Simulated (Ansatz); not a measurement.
# GeH4S (triplet): correlated methods under varied settings at distance Ge1–H5 along a hydrogen transfer = 1.865 Å

Aim: run GeH4S (triplet) at one geometry under a spread of methods and options, and see what each costs and gives.

Program: Ansatz 0.2.0, Gaussian basis. Level of theory: the settings change from run to run. These are calculated values, not measurements.

8 further runs of the same task are left out: 7 that didn't finish, 1 set aside as unsound or not needed.

## Step 1: The system

The geometry derives from fragments relaxed apart (PBE0/def2-TZVP) and kept rigid, so it is no stationary point. A hydrogen atom is moved between rigid fragments. No spin-orbit coupling is included. The filled d shell of Ge may be among the frozen orbitals whatever the setting's name suggests; the logs give the count.

6 atoms, charge 0, spin multiplicity 3.

Atoms are counted from 1 here; the program's logs count them from 0.

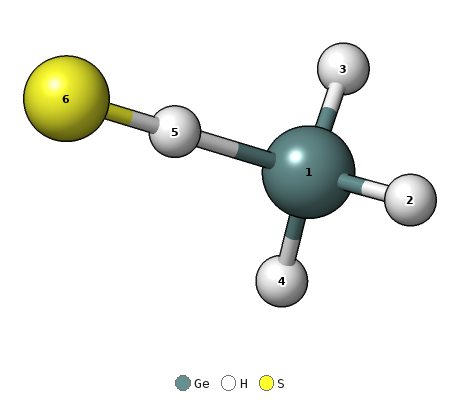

The structure; germanium teal, hydrogen white, sulfur yellow; atoms are numbered from 1 in the order of the file.

## Step 2: MRCISD+Q(4,4)/STO-3G

The input, in.yaml:

```yaml
crystal:
  periodic: [false, false, false]
  atoms:
    - {symbol: Ge, position_ang: [-0.998897, 0.000000, 0.000000]}
    - {symbol: H, position_ang: [-1.510347, 1.446599, 0.000000]}
    - {symbol: H, position_ang: [-1.510346, -0.723300, 1.252792]}
    - {symbol: H, position_ang: [-1.510347, -0.723299, -1.252792]}
    - {symbol: H, position_ang: [0.866103, 0.000000, 0.000000]}
    - {symbol: S, position_ang: [2.378103, 0.000000, 0.000000]}
basis:
  gaussian: {orbitals: STO-3G}
magnetization: {spin_polarized: false, initial_magnetization: 2}
correlation: {method: fic_mrcisd_q, electrons: all, active_space: {window: {electrons: 4, orbitals: 4}}}
```

Run with:

```bash
> ansatz run in.yaml --threads 1 --pin off --events-out ev --progress --plain --max-ram 2393MiB
```

The program printed:

```text
Functional definition: HF
  name "HF"
  cite "Fock, Z. Phys. 61, 126 (1930) doi:10.1007/BF01340294"
  parent pbe
  exchange = exact_x
  correlation = 0
321 factors; integrals over basis functions are off by at most 2.4e-5 eV
mean field evaluation 1: about -66589.4596 eV, gradient 8.8e0 eV
mean field evaluation 2: about -66589.4728 eV, gradient 8.8e0 eV
mean field evaluation 4: about -66590.1276 eV, gradient 6.3e-1 eV
mean field evaluation 8: about -66590.1334 eV, gradient 6.7e-3 eV
mean field evaluation 16: about -66587.9394 eV, gradient 1.3e1 eV
mean field evaluation 32: about -66590.1334 eV, gradient 5.9e-2 eV
mean field -66590.13338050 eV, -2447.1422653198 hartree, gradient 9.9e-6 eV, S^2 2.000000; 5 other end points of the search recorded, 0 dependent functions left out
reference -66590.13338050 eV, -2447.1422653198 hartree; 27, 25 occupied and 4, 6 virtual orbitals, 321 factors
state -66590.88903208 eV, -2447.1700350030 hartree
contracted CI cycle   1: correlation 0.00000000 eV, 0.0000000000 hartree, residual 7.98e0 eV
contracted CI cycle   2: correlation -1.46471868 eV, -0.0538274187 hartree, residual 2.15e0 eV
contracted CI cycle   3: correlation -1.51646756 eV, -0.0557291549 hartree, residual 4.77e-1 eV
contracted CI cycle   4: correlation -1.51931725 eV, -0.0558338791 hartree, residual 1.39e-1 eV
contracted CI cycle   5: correlation -1.51959028 eV, -0.0558439129 hartree, residual 4.67e-2 eV
contracted CI cycle   6: correlation -1.51961661 eV, -0.0558448803 hartree, residual 1.09e-2 eV
contracted CI cycle   7: correlation -1.51961815 eV, -0.0558449371 hartree, residual 3.41e-3 eV
state -66590.88903208 eV, -2447.1700350030 hartree; corrected -66592.47443190 eV, -2447.2282973721 hartree
Total energy: -66592.47443190 eV, -2447.2282973721 hartree
```

Wall time 1.1 s (1 thread of Intel Xeon 6975P-C, shared host).

From the report: 36 determinants; active occupations 1.96, 1.00, 1.00, 0.04.

## Step 3: CCSD on UHF/6-31G

Edit in.yaml of step 2 so:

```diff
@@ -10,4 +10,6 @@
 basis:
-  gaussian: {orbitals: STO-3G}
-magnetization: {spin_polarized: false, initial_magnetization: 2}
-correlation: {method: fic_mrcisd_q, electrons: all, active_space: {window: {electrons: 4, orbitals: 4}}}
+  gaussian: {orbitals: 6-31G}
+magnetization: {spin_polarized: true, initial_magnetization: 2}
+correlation: {method: ccsd, electrons: outside_noble_gas, diis_vectors: 12}
+accuracy: high
+scf: {omitted_lower_state_checks: [cluster_reference]}
```

The command is unchanged.

The program printed, shortened:

```text
Functional definition: HF
  name "HF"
  cite "Fock, Z. Phys. 61, 126 (1930) doi:10.1007/BF01340294"
  parent pbe
[...]
951 factors; integrals over basis functions are off by at most 4.0e-9 eV
[...]
mean field -67341.18434271 eV, -2474.7428791002 hartree, gradient 1.1e-8 eV, S^2 2.035893; 7 other end points of the search recorded, 0 dependent functions left out
19 core orbitals not correlated: weight in the atoms' cores, before any rotation towards them, 0.998 or more for the frozen orbitals, at most 0.001 for the correlated occupied ones
reference -67341.18434271 eV, -2474.7428791002 hartree; 8, 6 occupied and 23, 25 virtual orbitals, 951 factors
second order -2.43859806 eV of doubles, -0.00000000 eV of singles
cycle   1  -2.98867752 eV  change   -5.5e-1 eV  update   6.6e-2
[...]
cycle  23  -3.29414460 eV  change   1.3e-10 eV  update   1.2e-9
Total energy: -67344.47848730 eV, -2474.8639366813 hartree
Checks for a lower state left out: cluster_reference
```

Run time: 11 s. Hardware: 1 thread of Intel Xeon 6975P-C, shared host.

From the report: ⟨S²⟩ of the determinant 2.036 (pure triplet: 2.00); correlation -3.2941 eV; T1 0.013; largest double amplitude 0.04.

## Step 4: NEVPT4(SD)(6,4)/STO-3G

Edit in.yaml of step 3 so:

```diff
@@ -10,6 +10,4 @@
 basis:
-  gaussian: {orbitals: 6-31G}
-magnetization: {spin_polarized: true, initial_magnetization: 2}
-correlation: {method: ccsd, electrons: outside_noble_gas, diis_vectors: 12}
-accuracy: high
-scf: {omitted_lower_state_checks: [cluster_reference]}
+  gaussian: {orbitals: STO-3G}
+magnetization: {spin_polarized: false, initial_magnetization: 2}
+correlation: {method: fic_nevpt4_sd, electrons: all, active_space: {window: {electrons: 6, orbitals: 4}, states: [{multiplicity: 3, weights: [1, 1, 1]}], root: 2}}
```

Same command.

The program printed, shortened:

```text
Functional definition: HF
  name "HF"
  cite "Fock, Z. Phys. 61, 126 (1930) doi:10.1007/BF01340294"
  parent pbe
[...]
433 factors; integrals over basis functions are off by at most 4.0e-8 eV
[...]
mean field -66590.13361824 eV, -2447.1422740566 hartree, gradient 2.9e-6 eV, S^2 2.000000; 5 other end points of the search recorded, 0 dependent functions left out
reference -66590.13361824 eV, -2447.1422740566 hartree; 27, 25 occupied and 4, 6 virtual orbitals, 433 factors
state -66590.02749833 eV, -2447.1383742218 hartree
state -66590.02748422 eV, -2447.1383737032 hartree
state -66588.75134603 eV, -2447.0914764899 hartree
state -66590.02749833 eV, -2447.1383742218 hartree; corrected -66592.33034761 eV, -2447.2230023719 hartree
state -66590.02748422 eV, -2447.1383737032 hartree; corrected -66592.33030965 eV, -2447.2230009771 hartree
state -66588.75134603 eV, -2447.0914764899 hartree; corrected -66590.83107283 eV, -2447.1679050402 hartree
WARN: 1 active orbitals are nearly empty or full. The corrections depend on them more than the energy does, and are more stable in an active space without them
Total energy: -66590.83107283 eV, -2447.1679050402 hartree
```

It took 1.3 s on 1 thread of Intel Xeon 6975P-C, shared host.

From the report: 8 determinants; active occupations (of the averaged states) 2.00, 1.33, 1.33, 1.33. The report marks this result as in doubt.

## Step 5: HF/cc-pVDZ

Edit in.yaml of step 4 so:

```diff
@@ -10,4 +10,5 @@
 basis:
-  gaussian: {orbitals: STO-3G}
-magnetization: {spin_polarized: false, initial_magnetization: 2}
-correlation: {method: fic_nevpt4_sd, electrons: all, active_space: {window: {electrons: 6, orbitals: 4}, states: [{multiplicity: 3, weights: [1, 1, 1]}], root: 2}}
+  gaussian: {orbitals: cc-pVDZ}
+magnetization: {spin_polarized: true, initial_magnetization: 2}
+hamiltonian: {xc: hf}
+output: {forces: true, orbitals: {seedname: orbitals}}
```

Same command.

The program printed, shortened:

```text
Functional definition: HF
  name "HF"
  cite "Fock, Z. Phys. 61, 126 (1930) doi:10.1007/BF01340294"
  parent pbe
[...]
691 factors; integrals over basis functions are off by at most 1.4e-3 eV
[...]
mean field -67351.00451624 eV, -2475.1037638214 hartree, gradient 2.4e-6 eV, S^2 2.035907; 4 other end points of the search recorded, 0 dependent functions left out
[...]
reference -67351.00451624 eV, -2475.1037638214 hartree; 27, 25 occupied and 38, 40 virtual orbitals, 691 factors
Total energy: -67351.00451624 eV, -2475.1037638214 hartree
Atom 0 at    -0.998897     0.000000     0.000000 Å, force    -0.714353    -0.022173    -0.000022 eV/Å
Atom 1 at    -1.510347     1.446599     0.000000 Å, force     0.118967     0.070417     0.000004 eV/Å
Atom 2 at    -1.510346    -0.723300     1.252792 Å, force     0.110409    -0.027277     0.054777 eV/Å
Atom 3 at    -1.510347    -0.723299    -1.252792 Å, force     0.110399    -0.027275    -0.054766 eV/Å
Atom 4 at     0.866103     0.000000     0.000000 Å, force     0.020940     0.000530     0.000001 eV/Å
Atom 5 at     2.378103     0.000000     0.000000 Å, force     0.353638     0.005778     0.000006 eV/Å
Dipole moment:    -0.301616     0.000386     0.000000 e Å
```

It took 5 s on 1 thread of Intel Xeon 6975P-C, shared host.

From the report: ⟨S²⟩ of the determinant 2.036 (pure triplet: 2.00).

## Step 6: CCSD/6-31G

Edit in.yaml of step 5 so:

```diff
@@ -10,5 +10,5 @@
 basis:
-  gaussian: {orbitals: cc-pVDZ}
-magnetization: {spin_polarized: true, initial_magnetization: 2}
-hamiltonian: {xc: hf}
-output: {forces: true, orbitals: {seedname: orbitals}}
+  gaussian: {orbitals: 6-31G, fitting: {mean_field: def2-universal-jkfit}}
+magnetization: {spin_polarized: false, initial_magnetization: 2}
+hamiltonian: {xc: {name: r2SCAN}}
+correlation: {method: ccsd, electrons: outside_noble_gas}
```

Same command.

The program printed, shortened:

```text
Functional definition: r2SCAN
  name "r2SCAN"
  cite "Furness, Kaplan, Ning, Perdew & Sun, J. Phys. Chem. Lett. 11, 8208 (2020) doi:10.1021/acs.jpclett.0c02405"
  cite "Furness, Kaplan, Ning, Perdew & Sun, J. Phys. Chem. Lett. 11, 9248 (2020) doi:10.1021/acs.jpclett.0c03077"
  parent r2scan
[...]
466 factors; integrals over basis functions are off by at most 8.0e-2 eV
[...]
mean field -67403.73776529 eV, -2477.0416749799 hartree, gradient 6.6e-10 eV, S^2 2.000000; 6 other end points of the search recorded, 0 dependent functions left out
[...]
19 core orbitals not correlated: weight in the atoms' cores, before any rotation towards them, 0.998 or more for the frozen orbitals, at most 0.001 for the correlated occupied ones
reference -67340.64804079 eV, -2474.7231703682 hartree; 8, 6 occupied and 23, 25 virtual orbitals, 466 factors
second order -2.66420417 eV of doubles, -0.27188553 eV of singles
cycle   1  -3.45297969 eV  change   -5.2e-1 eV  update   6.2e-2
[...]
cycle   9  -3.70549707 eV  change    2.4e-6 eV  update   1.1e-5
Total energy: -67344.35353786 eV, -2474.8593448739 hartree
```

It took 17 s on 1 thread of Intel Xeon 6975P-C, shared host.

From the report: correlation -3.7055 eV; T1 0.021; largest double amplitude 0.04. The orbitals are Kohn-Sham ones, so correlation energy and T1 don't compare with those on Hartree-Fock orbitals.

## Step 7: CISD/cc-pVDZ

Edit in.yaml of step 6 so:

```diff
@@ -10,5 +10,5 @@
 basis:
-  gaussian: {orbitals: 6-31G, fitting: {mean_field: def2-universal-jkfit}}
+  gaussian: {orbitals: cc-pVDZ}
 magnetization: {spin_polarized: false, initial_magnetization: 2}
-hamiltonian: {xc: {name: r2SCAN}}
-correlation: {method: ccsd, electrons: outside_noble_gas}
+correlation: {active_space: {ras: {orbitals: [11, 2, 38], electrons: 24, max_holes: 2, max_particles: 2}, fixed_orbitals: true}}
+accuracy: high
```

Same command.

The program printed:

```text
Functional definition: HF
  name "HF"
  cite "Fock, Z. Phys. 61, 126 (1930) doi:10.1007/BF01340294"
  parent pbe
  exchange = exact_x
  correlation = 0
1418 factors; integrals over basis functions are off by at most 4.8e-9 eV
mean field evaluation 1: about -67349.9951 eV, gradient 1.1e1 eV
mean field evaluation 2: about -67350.0032 eV, gradient 1.1e1 eV
mean field evaluation 4: about -67350.7312 eV, gradient 1.3e0 eV
mean field evaluation 8: about -67350.7407 eV, gradient 1.0e-3 eV
mean field evaluation 16: about -67350.7407 eV, gradient 3.0e-8 eV
mean field evaluation 32: about -67348.8632 eV, gradient 4.9e-2 eV
mean field evaluation 64: about -67350.7407 eV, gradient 9.8e-5 eV
mean field evaluation 96: about -67350.7407 eV, gradient 1.1e-4 eV
mean field -67350.74070089 eV, -2475.0940687860 hartree, gradient 3.0e-8 eV, S^2 2.000000; 5 other end points of the search recorded, 0 dependent functions left out
reference -67350.74070089 eV, -2475.0940687860 hartree; 27, 25 occupied and 38, 40 virtual orbitals, 1418 factors
state -67357.84806861 eV, -2475.3552597321 hartree
Total energy: -67357.84806861 eV, -2475.3552597321 hartree
```

It took 35 s on 1 thread of Intel Xeon 6975P-C, shared host; peak memory 0.39 GiB.

From the report: 736,549 determinants.

## Step 8: CCSDT on ROHF/STO-3G

Edit in.yaml of step 7 so:

```diff
@@ -10,5 +10,5 @@
 basis:
-  gaussian: {orbitals: cc-pVDZ}
+  gaussian: {orbitals: STO-3G}
 magnetization: {spin_polarized: false, initial_magnetization: 2}
-correlation: {active_space: {ras: {orbitals: [11, 2, 38], electrons: 24, max_holes: 2, max_particles: 2}, fixed_orbitals: true}}
-accuracy: high
+correlation: {method: ccsdt, electrons: all}
+output: {forces: true}
```

Same command.

The program printed, shortened:

```text
Functional definition: HF
  name "HF"
  cite "Fock, Z. Phys. 61, 126 (1930) doi:10.1007/BF01340294"
  parent pbe
[...]
433 factors; integrals over basis functions are off by at most 4.0e-8 eV
[...]
mean field -66590.13361824 eV, -2447.1422740566 hartree, gradient 2.9e-6 eV, S^2 2.000000; 7 other end points of the search recorded, 0 dependent functions left out
[...]
determinant -66590.13361824 eV, -2447.1422740566 hartree, with singles and doubles -66592.44380153 eV, -2447.2271717267 hartree
determinant -66588.88859239 eV, -2447.0965202006 hartree, with singles and doubles -66590.92659267 eV, -2447.1714153295 hartree
reference -66590.13361824 eV, -2447.1422740566 hartree; 27, 25 occupied and 4, 6 virtual orbitals, 433 factors
second order -1.44429951 eV of doubles, -0.09794917 eV of singles
cycle   1  -2.02448132 eV  change   -4.8e-1 eV  update   6.4e-2
[...]
cycle   3  -2.33424111 eV  change    2.2e-8 eV  update   4.9e-9
[...]
Total energy: -66592.46785935 eV, -2447.2280558353 hartree
Atom 0 at    -0.998897     0.000000     0.000000 Å, force    -1.031717    -0.001086    -0.000000 eV/Å
Atom 1 at    -1.510347     1.446599     0.000000 Å, force     0.481648    -1.379577     0.000000 eV/Å
Atom 2 at    -1.510346    -0.723300     1.252792 Å, force     0.478227     0.689613    -1.195391 eV/Å
Atom 3 at    -1.510347    -0.723299    -1.252792 Å, force     0.478227     0.689613     1.195391 eV/Å
Atom 4 at     0.866103     0.000000     0.000000 Å, force    -1.171419     0.000057     0.000000 eV/Å
Atom 5 at     2.378103     0.000000     0.000000 Å, force     0.765033     0.001381     0.000000 eV/Å
Dipole moment:    -0.032039     0.000072     0.000000 e Å
```

It took 86 s on 1 thread of Intel Xeon 6975P-C, shared host; peak memory 1.1 GiB.

From the report: correlation -2.3342 eV; T1 0.009; largest double amplitude 0.08.

## Step 9: BCCD/cc-pVDZ

Edit in.yaml of step 8 so:

```diff
@@ -10,5 +10,7 @@
 basis:
-  gaussian: {orbitals: STO-3G}
-magnetization: {spin_polarized: false, initial_magnetization: 2}
-correlation: {method: ccsdt, electrons: all}
+  gaussian: {orbitals: cc-pVDZ}
+magnetization: {spin_polarized: true, initial_magnetization: 2}
+hamiltonian: {xc: {name: PBE}}
+correlation: {method: bccd, electrons: outside_noble_gas, diis_vectors: 2}
+accuracy: high
 output: {forces: true}
```

The command is unchanged.

The program printed, shortened:

```text
Functional definition: PBE
  name "PBE"
  cite "Perdew, Burke & Ernzerhof, Phys. Rev. Lett. 77, 3865 (1996) doi:10.1103/PhysRevLett.77.3865"
  parent pbe
[...]
1418 factors; integrals over basis functions are off by at most 4.8e-9 eV
[...]
mean field -67401.41918104 eV, -2476.9564685804 hartree, gradient 6.1e-9 eV, S^2 2.003858; 6 other end points of the search recorded, 0 dependent functions left out
19 core orbitals not correlated: weight in the atoms' cores, before any rotation towards them, 0.999 or more for the frozen orbitals, at most 0.000 for the correlated occupied ones
reference -67350.13790478 eV, -2475.0719164377 hartree; 8, 6 occupied and 38, 40 virtual orbitals, 1418 factors
second order -6.15924448 eV of doubles, -0.36532049 eV of singles
cycle   1  -7.30176957 eV  change   -7.8e-1 eV  update   6.3e-2
[...]
cycle  31  -7.57639119 eV  change   1.7e-10 eV  update   1.2e-9
[...]
Total energy: -67357.71429597 eV, -2475.3503436784 hartree
Atom 0 at    -0.998897     0.000000     0.000000 Å, force    -0.332786     0.026946     0.000000 eV/Å
Atom 1 at    -1.510347     1.446599     0.000000 Å, force     0.035796     0.207382    -0.000000 eV/Å
Atom 2 at    -1.510346    -0.723300     1.252792 Å, force     0.044497    -0.113558     0.185277 eV/Å
Atom 3 at    -1.510347    -0.723299    -1.252792 Å, force     0.044497    -0.113558    -0.185277 eV/Å
Atom 4 at     0.866103     0.000000     0.000000 Å, force    -0.025612    -0.001107    -0.000000 eV/Å
Atom 5 at     2.378103     0.000000     0.000000 Å, force     0.233607    -0.006105     0.000000 eV/Å
Dipole moment:    -0.255736    -0.000533     0.000000 e Å
```

Run time: 66 s. Hardware: 1 thread of Intel Xeon 6975P-C, shared host; peak memory 0.55 GiB.

From the report: ⟨S²⟩ of the determinant 2.004 (pure triplet: 2.00); correlation -7.5764 eV; largest double amplitude 0.05.

## Step 10: The runs in one table

Where basis and cores are those of an earlier UCCSDT(Q)/cc-pVDZ run (-67358.2554 eV), and the state is the same kind, the miss against it is given. † marks a result that the program doubts.

```
                                                  level         correlated  functions  energy (eV)  from UCCSDT(Q) (meV)   time
                                   MRCISD+Q(4,4)/STO-3G                all         31  -66592.4744                        1.1 s
                                      CCSD on UHF/6-31G  outside noble gas         50  -67344.4785                         11 s
NEVPT4(SD)(6,4)/STO-3G (excited root 2 of an average) †                all         31  -66590.8311                        1.3 s
                                             HF/cc-pVDZ                            65  -67351.0045                7250.9    5 s
                        CCSD/6-31G (on r2SCAN orbitals)  outside noble gas         50  -67344.3535                         17 s
                                           CISD/cc-pVDZ            valence         65  -67357.8481                         35 s
                                   CCSDT on ROHF/STO-3G                all         31  -66592.4679                         86 s
                         BCCD/cc-pVDZ (on PBE orbitals)  outside noble gas         65  -67357.7143                 541.1   66 s
```

## Step 11: Summary of results

```
quantity                        value
    runs                            8
quickest  MRCISD+Q(4,4)/STO-3G, 1.1 s
 slowest   CCSDT on ROHF/STO-3G, 86 s
```

What this shows: Total energies in different bases, with other cores or another treatment of relativity can't be set against each other. CCSDT on ROHF/STO-3G took 80 times as long as MRCISD+Q(4,4)/STO-3G; the jobs differ in more than the method. Hartree-Fock, CASSCF and CASCI lack dynamic correlation by design. Cores frozen from Kohn-Sham orbitals shift the total energy.
